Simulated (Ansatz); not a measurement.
# Cl₂GeH₄OSi: geometry and vibrations

What shape does Cl₂GeH₄OSi take? The plan is to relax it, check the end point by its vibrations and derive ideal-gas thermochemistry, and look at its orbitals and charge.

Computed with Ansatz 0.2.0, Gaussian basis. Level: RKS PBE0-D4/def2-TZVP.

The runs, in order: relaxation at PBE-D4/def2-SVP; relaxation at PBE0-D4/def2-TZVP; harmonic vibrations at the same level; a single point in def2-TZVPP for the fields.

## (1) The system as given

SMILES `Cl[SiH](Cl)[O][GeH3]`, 9 atoms, charge 0, spin multiplicity 1.

Atoms are counted from 1 here; the program's logs count them from 0.

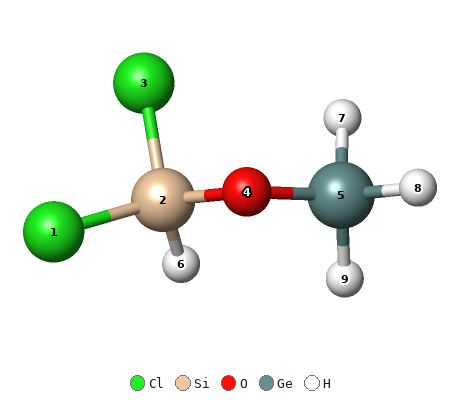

As it starts; chlorine green, silicon light orange, oxygen red, germanium teal, hydrogen white; atoms are numbered from 1 in the order of the file.

The start is a force-field geometry with small random shifts, so a cheaper pass at PBE-D4/def2-SVP comes first.

## (2) Geometry optimisation, PBE-D4/def2-SVP (cheap first pass)

Input file in.yaml:

```yaml
crystal:
  periodic: [false, false, false]
  atoms:
    - {symbol: Cl, position_ang: [-2.455200, 0.015700, 2.176900]}
    - {symbol: Si, position_ang: [-0.691200, 0.201500, 1.133400]}
    - {symbol: Cl, position_ang: [0.833300, -0.379000, 2.400200]}
    - {symbol: O, position_ang: [-0.666400, -0.822900, -0.241100]}
    - {symbol: Ge, position_ang: [0.587000, -0.298100, -1.333100]}
    - {symbol: H, position_ang: [-0.498300, 1.624200, 0.730600]}
    - {symbol: H, position_ang: [1.975600, -0.393400, -0.580700]}
    - {symbol: H, position_ang: [0.661600, -1.182900, -2.576700]}
    - {symbol: H, position_ang: [0.342100, 1.188600, -1.726400]}
basis:
  gaussian: {orbitals: def2-SVP}
hamiltonian: {xc: pbe, dispersion: d4}
relax: {f_tol: 0.03, max_steps: 200}
```

Started as:

```sh
$ ansatz run in.yaml --threads 4 --pin off --events-out ev --progress --plain --max-ram 10444MiB
```

The program printed (excerpt; [...] marks lines left out):

```text
Functional definition: PBE
  name "PBE"
  cite "Perdew, Burke & Ernzerhof, Phys. Rev. Lett. 77, 3865 (1996) doi:10.1103/PhysRevLett.77.3865"
  parent pbe
[...]
1312 factors; their error is unknown
[...]
mean field -91512.81644483 eV, -3363.0339747328 hartree, gradient 2.4e-5 eV, S^2 0.000000; 0 other end points of the search recorded, 0 dependent functions left out
[...]
reference -91512.81648129 eV, -3363.0339760726 hartree; 46, 46 occupied and 74, 74 virtual orbitals, 1312 factors
relax step   1: F+E_penalty+E_count = -91513.10592916 eV  Δ(F+E_penalty+E_count) = +0.000e0 eV  max|allowed force component| = 2.368e0 eV/Å  Δτ_max = 0.0000 Å  (27 SCF iters, accepted)
[...]
relax step   5: F+E_penalty+E_count = -91513.45547527 eV  Δ(F+E_penalty+E_count) = -1.686e-2 eV  max|allowed force component| = 4.170e-1 eV/Å  Δτ_max = 0.1477 Å  (28 SCF iters, accepted)
[...]
relax step   9: F+E_penalty+E_count = -91513.48432892 eV  Δ(F+E_penalty+E_count) = -1.724e-3 eV  max|allowed force component| = 1.264e-1 eV/Å  Δτ_max = 0.0656 Å  (27 SCF iters, accepted)
[...]
relax step  13: F+E_penalty+E_count = -91513.50918531 eV  Δ(F+E_penalty+E_count) = -5.544e-3 eV  max|allowed force component| = 2.238e-1 eV/Å  Δτ_max = 0.1951 Å  (35 SCF iters, accepted)
[...]
relax step  18: F+E_penalty+E_count = -91513.53459947 eV  Δ(F+E_penalty+E_count) = +1.557e-3 eV  max|allowed force component| = 1.598e-1 eV/Å  Δτ_max = 0.0759 Å  (27 SCF iters, rejected (line search))
[...]
relax step  19: F+E_penalty+E_count = -91513.53993252 eV  Δ(F+E_penalty+E_count) = -3.776e-3 eV  max|allowed force component| = 8.574e-3 eV/Å  Δτ_max = 0.0351 Å  (28 SCF iters, accepted)
1312 factors; their error is unknown
[...]
mean field -91513.25011827 eV, -3363.0499119376 hartree, gradient 1.7e-5 eV, S^2 0.000000; 1 other end points of the search recorded, 0 dependent functions left out
[...]
reference -91513.25015577 eV, -3363.0499133158 hartree; 46, 46 occupied and 74, 74 virtual orbitals, 1312 factors
Total energy: -91513.53997002 eV, -3363.0605637929 hartree
Atom 0 at    -1.690092    -1.283009     1.497613 Å, force     0.006701     0.004494    -0.003659 eV/Å
Atom 1 at    -0.706077     0.531198     1.256201 Å, force     0.000728    -0.001948    -0.000228 eV/Å
Atom 2 at     0.969600     0.498367     2.479206 Å, force    -0.003951     0.001411     0.000403 eV/Å
Atom 3 at    -0.265943     0.731440    -0.317006 Å, force    -0.005982     0.000850     0.008017 eV/Å
Atom 4 at     0.673123    -0.353341    -1.438332 Å, force     0.002201     0.001564     0.000096 eV/Å
Atom 5 at    -1.601905     1.645159     1.669102 Å, force     0.007224    -0.006407    -0.008574 eV/Å
Atom 6 at     1.574950    -1.277390    -0.583085 Å, force    -0.002311    -0.000707     0.002582 eV/Å
Atom 7 at    -0.360459    -1.154658    -2.264024 Å, force    -0.004015     0.001327     0.000403 eV/Å
Atom 8 at     1.495303     0.615933    -2.316573 Å, force    -0.000595    -0.000583     0.000961 eV/Å
Dipole moment:     0.110264    -0.028113    -0.346394 e Å
```

It took 25 s on 4 threads of AMD EPYC 7B13, shared host.

Step by step: (the energy doesn't fall at every step)

| step | energy from step 1 (eV) | largest force component (eV/Å) |
| --- | --- | --- |
| 1 | 0.0000 | 2.3681 |
| 2 | -0.2023 | 1.4703 |
| 3 | -0.2947 | 0.4532 |
| 4 | -0.3327 | 0.6714 |
| 5 | -0.3495 | 0.4170 |
| 6 | -0.3633 | 0.1111 |
| 7 | -0.3636 | 0.2695 |
| 8 | -0.3767 | 0.0780 |
| 9 | -0.3784 | 0.1264 |
| 10 | -0.3839 | 0.1682 |
| 11 | -0.3861 | 0.2582 |
| 12 | -0.3977 | 0.0417 |
| 13 | -0.4033 | 0.2238 |
| 14 | -0.4095 | 0.4096 |
| 15 | -0.4247 | 0.0526 |
| 16 | -0.4288 | 0.0311 |
| 17 | -0.4302 | 0.1550 |
| 18 | -0.4287 | 0.1598 |
| 19 | -0.4340 | 0.0086 |

Close pairs (by a distance rule), those that changed most:

| bond | before (Å) | after (Å) | change (Å) |
| --- | --- | --- | --- |
| O4–Ge5 | 1.743 | 1.821 | +0.078 |
| Si2–O4 | 1.714 | 1.646 | -0.069 |
| Ge5–H7 | 1.582 | 1.549 | -0.033 |
| Cl1–Si2 | 2.058 | 2.078 | +0.020 |
| Ge5–H8 | 1.528 | 1.547 | +0.019 |
| Ge5–H9 | 1.557 | 1.545 | -0.012 |
| Si2–Cl3 | 2.065 | 2.075 | +0.009 |
| Si2–H6 | 1.491 | 1.488 | -0.003 |

## (3) Geometry optimisation, PBE0-D4/def2-TZVP

Input file in.yaml:

```yaml
crystal:
  periodic: [false, false, false]
  atoms:
    - {symbol: Cl, position_ang: [-1.690092, -1.283009, 1.497613]}
    - {symbol: Si, position_ang: [-0.706077, 0.531198, 1.256201]}
    - {symbol: Cl, position_ang: [0.969600, 0.498367, 2.479206]}
    - {symbol: O, position_ang: [-0.265943, 0.731440, -0.317006]}
    - {symbol: Ge, position_ang: [0.673123, -0.353341, -1.438332]}
    - {symbol: H, position_ang: [-1.601905, 1.645159, 1.669102]}
    - {symbol: H, position_ang: [1.574950, -1.277390, -0.583085]}
    - {symbol: H, position_ang: [-0.360459, -1.154658, -2.264024]}
    - {symbol: H, position_ang: [1.495303, 0.615933, -2.316573]}
basis:
  gaussian: {orbitals: def2-TZVP}
hamiltonian: {xc: pbe0, dispersion: d4}
relax: {f_tol: 0.005, max_steps: 150}
```

Launched as before.

The program printed (excerpt; [...] marks lines left out):

```text
Functional definition: PBE0
  name "PBE0"
  cite "Adamo & Barone, J. Chem. Phys. 110, 6158 (1999) doi:10.1063/1.478522"
  cite "Perdew, Burke & Ernzerhof, Phys. Rev. Lett. 77, 3865 (1996) doi:10.1103/PhysRevLett.77.3865"
  parent pbe
[...]
1532 factors; their error is unknown
[...]
mean field -91539.05389436 eV, -3363.9981832186 hartree, gradient 3.0e-5 eV, S^2 0.000000; 0 other end points of the search recorded, 0 dependent functions left out
[...]
reference -91539.05393035 eV, -3363.9981845411 hartree; 46, 46 occupied and 168, 168 virtual orbitals, 1532 factors
relax step   1: F+E_penalty+E_count = -91539.30396555 eV  Δ(F+E_penalty+E_count) = +0.000e0 eV  max|allowed force component| = 9.396e-1 eV/Å  Δτ_max = 0.0000 Å  (27 SCF iters, accepted)
[...]
Total energy: -91539.37046328 eV, -3364.0098169117 hartree
Atom 0 at    -1.700524    -1.243558     1.514341 Å, force     0.000380    -0.000149     0.000453 eV/Å
Atom 1 at    -0.695095     0.520455     1.247571 Å, force    -0.003500    -0.001221     0.000108 eV/Å
Atom 2 at     0.915385     0.504341     2.508017 Å, force     0.000985    -0.000555     0.000378 eV/Å
Atom 3 at    -0.223414     0.672101    -0.277399 Å, force     0.000961     0.001143     0.001593 eV/Å
Atom 4 at     0.678292    -0.353398    -1.438478 Å, force    -0.000473     0.000865    -0.003478 eV/Å
Atom 5 at    -1.577668     1.634306     1.619394 Å, force     0.001307     0.000483    -0.001070 eV/Å
Atom 6 at     1.606392    -1.277161    -0.639976 Å, force     0.000004     0.000659     0.001047 eV/Å
Atom 7 at    -0.368028    -1.138534    -2.236744 Å, force     0.000557    -0.000511     0.000597 eV/Å
Atom 8 at     1.453159     0.635146    -2.313624 Å, force    -0.000221    -0.000714     0.000371 eV/Å
Dipole moment:     0.124388    -0.020998    -0.401650 e Å
```

It took 35 s on 4 threads of AMD EPYC 7B13, shared host; peak memory 0.78 GiB.

Step by step:

| step | energy from step 1 (eV) | largest force component (eV/Å) |
| --- | --- | --- |
| 1 | 0.0000 | 0.9396 |
| 2 | -0.0535 | 0.6593 |
| 3 | -0.0632 | 0.1042 |
| 4 | -0.0650 | 0.1508 |
| 5 | -0.0662 | 0.0691 |
| 6 | -0.0664 | 0.0072 |
| 7 | -0.0665 | 0.0035 |

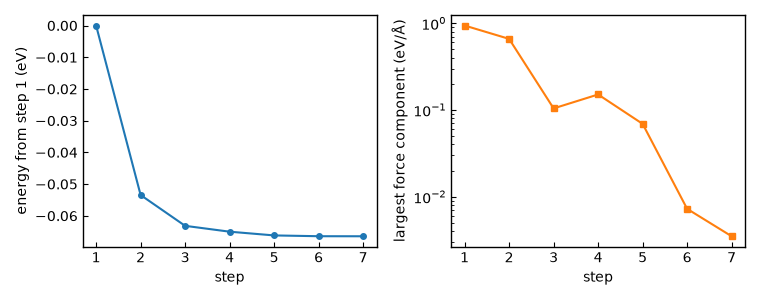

Energy and force, step by step.

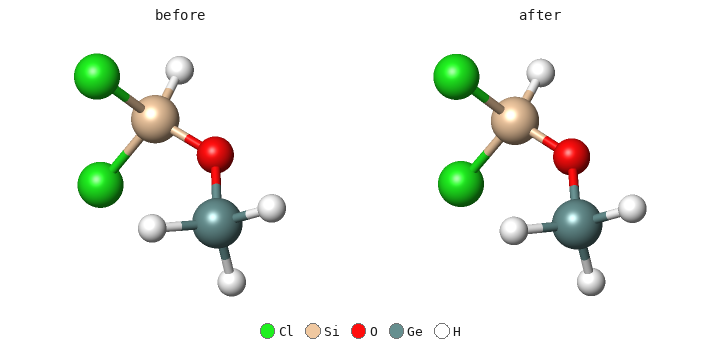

The geometry before (left) and after (right).

Close pairs (by a distance rule), those that changed most:

| bond | before (Å) | after (Å) | change (Å) |
| --- | --- | --- | --- |
| Si2–O4 | 1.646 | 1.603 | -0.042 |
| Cl1–Si2 | 2.078 | 2.048 | -0.030 |
| Si2–Cl3 | 2.075 | 2.045 | -0.030 |
| O4–Ge5 | 1.821 | 1.792 | -0.029 |
| Si2–H6 | 1.488 | 1.469 | -0.019 |
| Ge5–H7 | 1.549 | 1.534 | -0.015 |
| Ge5–H8 | 1.547 | 1.532 | -0.014 |
| Ge5–H9 | 1.545 | 1.531 | -0.014 |

Mulliken charges of the relaxed molecule (report file):

| atom | value (e) |
| --- | --- |
| Cl1 | -0.23 |
| Si2 | 0.58 |
| Cl3 | -0.23 |
| O4 | -0.44 |
| Ge5 | 0.26 |
| H6 | -0.01 |
| H7 | 0.03 |
| H8 | 0.02 |
| H9 | 0.02 |

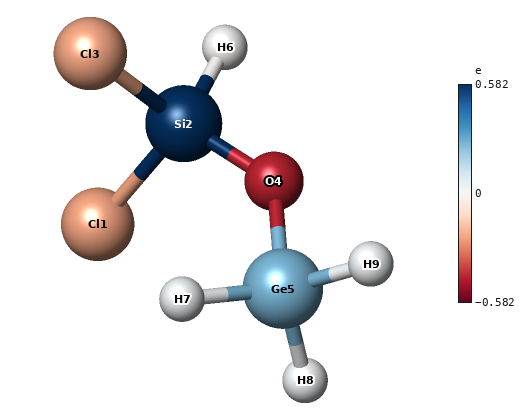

Mulliken charges of the relaxed molecule (report file), as colours on the atoms.

## (4) Harmonic vibrations

Input file in.yaml:

```yaml
crystal:
  periodic: [false, false, false]
  atoms:
    - {symbol: Cl, position_ang: [-1.700524, -1.243558, 1.514341]}
    - {symbol: Si, position_ang: [-0.695095, 0.520455, 1.247571]}
    - {symbol: Cl, position_ang: [0.915385, 0.504341, 2.508017]}
    - {symbol: O, position_ang: [-0.223414, 0.672101, -0.277399]}
    - {symbol: Ge, position_ang: [0.678292, -0.353398, -1.438478]}
    - {symbol: H, position_ang: [-1.577668, 1.634306, 1.619394]}
    - {symbol: H, position_ang: [1.606392, -1.277161, -0.639976]}
    - {symbol: H, position_ang: [-0.368028, -1.138534, -2.236744]}
    - {symbol: H, position_ang: [1.453159, 0.635146, -2.313624]}
basis:
  gaussian: {orbitals: def2-TZVP}
hamiltonian: {xc: pbe0, dispersion: d4}
phonons: {temperatures: {t_min: 298.15, t_max: 900, t_step: 200}}
```

Launched as before.

The program printed (excerpt; [...] marks lines left out):

```text
Functional definition: PBE0
  name "PBE0"
  cite "Adamo & Barone, J. Chem. Phys. 110, 6158 (1999) doi:10.1063/1.478522"
  cite "Perdew, Burke & Ernzerhof, Phys. Rev. Lett. 77, 3865 (1996) doi:10.1103/PhysRevLett.77.3865"
  parent pbe
[...]
1532 factors; their error is unknown
[...]
mean field -91539.11981346 eV, -3364.0006057007 hartree, gradient 3.1e-5 eV, S^2 0.000000; 0 other end points of the search recorded, 0 dependent functions left out
[...]
reference -91539.11984933 eV, -3364.0006070188 hartree; 46, 46 occupied and 168, 168 virtual orbitals, 1532 factors
[...]
1532 factors; their error is unknown
mean field -91539.11975003 eV, -3364.0006033697 hartree, gradient 2.2e-6 eV, S^2 0.000000; 0 other end points of the search recorded, 0 dependent functions left out
[...]
reference -91539.11978589 eV, -3364.0006046877 hartree; 46, 46 occupied and 168, 168 virtual orbitals, 1532 factors
[...]
Atom 1 at    -0.695095     0.520455     1.247571 Å, force    -0.003498    -0.001209     0.000102 eV/Å
Atom 2 at     0.915385     0.504341     2.508017 Å, force     0.000979    -0.000556     0.000383 eV/Å
Atom 3 at    -0.223414     0.672101    -0.277399 Å, force     0.000965     0.001143     0.001597 eV/Å
Atom 4 at     0.678292    -0.353398    -1.438478 Å, force    -0.000477     0.000855    -0.003473 eV/Å
Atom 5 at    -1.577668     1.634306     1.619394 Å, force     0.001307     0.000486    -0.001070 eV/Å
Atom 6 at     1.606392    -1.277161    -0.639976 Å, force     0.000008     0.000657     0.001037 eV/Å
Atom 7 at    -0.368028    -1.138534    -2.236744 Å, force     0.000558    -0.000509     0.000602 eV/Å
Atom 8 at     1.453159     0.635146    -2.313624 Å, force    -0.000222    -0.000710     0.000368 eV/Å
Dipole moment:     0.124387    -0.021000    -0.401651 e Å
Vibrations: 23.61 30.18 65.73 181.95 255.20 329.39 466.54 567.09 578.06 642.38 648.43 805.64 825.85 858.97 869.56 873.71 1074.74 2178.47 2188.00 2196.39 2308.78 cm⁻¹, zero-point energy 1.113915 eV
```

Run time: 2.5 min. Hardware: 4 threads of AMD EPYC 7B13, shared host; peak memory 0.78 GiB.

Motions are named by where the mode's potential energy lies. The modes, unscaled (a negative number is an imaginary wavenumber):

| mode | cm⁻¹ | motion |
| --- | --- | --- |
| 1 | 24 | torsion |
| 2 | 30 | torsion |
| 3 | 66 | bend |
| 4 | 182 | bend |
| 5 | 255 | bend |
| 6 | 329 | bend |
| 7 | 467 | Si–Cl and Ge–O stretch |
| 8 | 567 | Si–Cl and Ge–O stretch |
| 9 | 578 | Si–Cl stretch |
| 10 | 642 | bend |
| 11 | 648 | bend |
| 12 | 806 | bend with torsion |
| 13 | 826 | bend |
| 14 | 859 | bend |
| 15 | 870 | bend |
| 16 | 874 | bend |
| 17 | 1075 | Si–O stretch |
| 18 | 2178 | Ge–H stretch |
| 19 | 2188 | Ge–H stretch |
| 20 | 2196 | Ge–H stretch |
| 21 | 2309 | Si–H stretch |

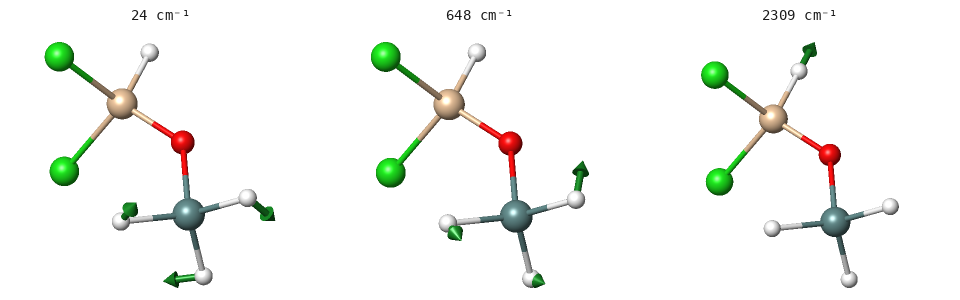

Displacements of 3 modes, as arrows.

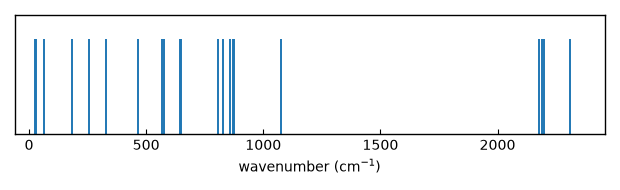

The harmonic wavenumbers as sticks (no intensities were computed).

Ideal gas, rigid rotor and harmonic oscillator at 298.15 K and 1 bar, with symmetry number 1:

| term | value |
| --- | --- |
| zero-point energy | 25.7 kcal/mol |
| H(298) − E | 31.4 kcal/mol |
| entropy, translation | 174.4 J/(mol K) |
| entropy, rotation | 125.1 J/(mol K) |
| entropy, vibration | 105.0 J/(mol K) |
| entropy, total | 404.5 J/(mol K) |

## (5) Orbitals, density and potential

in.yaml: that of step 4 with these lines changed.

```diff
@@ -13,4 +13,4 @@
 basis:
-  gaussian: {orbitals: def2-TZVP}
+  gaussian: {orbitals: def2-TZVPP}
 hamiltonian: {xc: pbe0, dispersion: d4}
-phonons: {temperatures: {t_min: 298.15, t_max: 900, t_step: 200}}
+output: {orbitals: {seedname: orbitals}}
```

Same command.

The program printed:

```text
Functional definition: PBE0
  name "PBE0"
  cite "Adamo & Barone, J. Chem. Phys. 110, 6158 (1999) doi:10.1063/1.478522"
  cite "Perdew, Burke & Ernzerhof, Phys. Rev. Lett. 77, 3865 (1996) doi:10.1103/PhysRevLett.77.3865"
  parent pbe
  parameter a = 0.25
  parameter kappa = 0.804
  parameter beta = 0.06672455060314922
  exchange = (1 - a)*pbe_x(kappa = kappa, mu = beta*pi^2/3) + a*exact_x
  correlation = pbe_c(beta = beta)
1729 factors; their error is unknown
mean field evaluation 1: about -91533.9794 eV, gradient 5.7e1 eV
mean field evaluation 2: about -91520.2908 eV, gradient 1.0e2 eV
mean field evaluation 4: about -91538.7692 eV, gradient 4.4e0 eV
mean field evaluation 8: about -91538.7921 eV, gradient 5.1e-2 eV
mean field evaluation 16: about -91539.1473 eV, gradient 2.6e-5 eV
mean field -91539.14725927 eV, -3364.0016143155 hartree, gradient 2.6e-5 eV, S^2 0.000000; 0 other end points of the search recorded, 0 dependent functions left out
reference -91539.14729511 eV, -3364.0016156327 hartree; 46, 46 occupied and 215, 215 virtual orbitals, 1729 factors
Total energy: -91539.39790945 eV, -3364.0108255400 hartree
```

Wall time 4.2 s (4 threads of AMD EPYC 7B13, shared host); peak memory 1.1 GiB.

Orbitals, density, ELF and potential are computed afterwards from the orbital file.

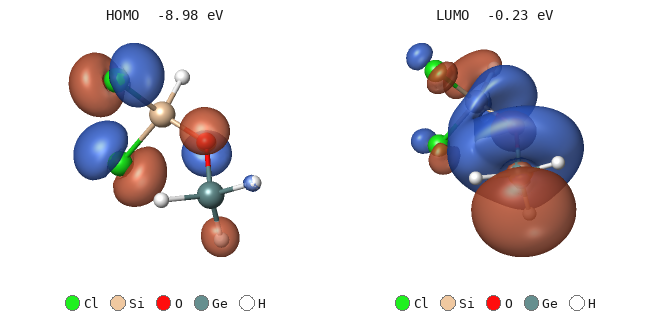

Frontier orbitals at PBE0-D4/def2-TZVPP; each surface holds 70 % of the orbital's density, blue and red mark the sign.

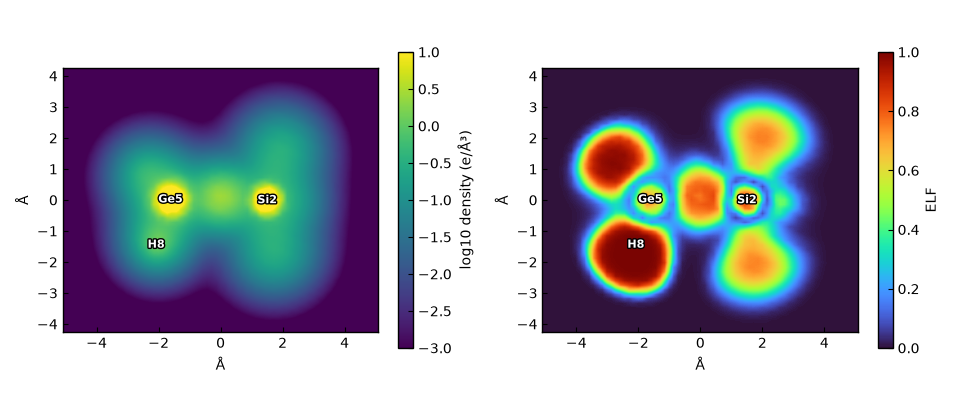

Density (left) and ELF (right) in a plane through or near 3 of the atoms.

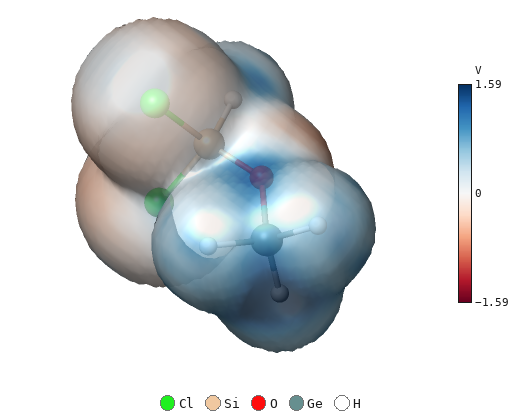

Electrostatic potential on the surface of density 0.002 e/bohr³; red is low, blue high. It runs from -0.49 V near O4 to 1.59 V near H8.

## (6) Results

| quantity | value |
| --- | --- |
| point group | C1 |
| steps | 19 + 7 |
| shift from the start (rms) | 1.149 Å |
| total energy | -91539.3705 eV |
| dispersion term | -251 meV |
| dipole moment | 2.02 D |
| lowest, highest wavenumber | 24, 2309 cm⁻¹ |
| zero-point energy | 25.7 kcal/mol |
| entropy at 298.15 K | 404.5 J/(mol K) |
| HOMO, LUMO | -8.98, -0.23 eV |

In words: The relaxed geometry lies 1.15 Å (rms) from the start; the bond that changed most is Si2–O4, from 1.714 to 1.603 Å. All wavenumbers are real, so the end point is a minimum. The stiffest mode, 2309 cm⁻¹, is an Si–H stretch, and 4 modes under 200 cm⁻¹ make the vibrational entropy uncertain. Harmonic hybrid wavenumbers usually lie a few per cent above measured fundamentals. The largest Mulliken charge, +0.58 e, sits on Si2. The HOMO lies mostly on Cl1, Cl3 about 33 % each; O4 22 % and the LUMO on Ge5 20 %; O4 17 %.
